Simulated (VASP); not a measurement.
Band structure of ZnSe (space group F-43m). All values below come from modified Becke-Johnson potential (mBJ), VASP's PBE PAW potentials (set 64) (plane waves; VASP 6.6.1).

mBJ is a potential without an energy functional, so only the levels count.

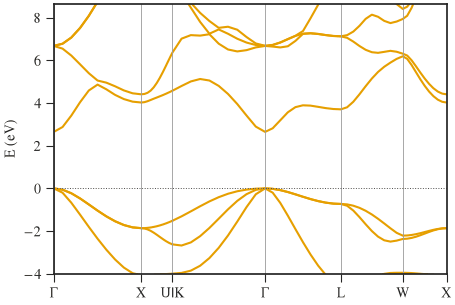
Figure. Bands along high-symmetry lines, zero at the valence-band maximum or, without a gap, the Fermi level

### Question
Read the plot: is there a gap, and where are the band edges?

### Answer
The gap is direct, 2.65 eV, from the valence maximum at Γ to the conduction minimum at Γ.

The structure comes from a computed database's ZnSe entry (F-43m); how it stands against other phases isn't given here. It was relaxed first. The cell's shape comes from a PBE relaxation.
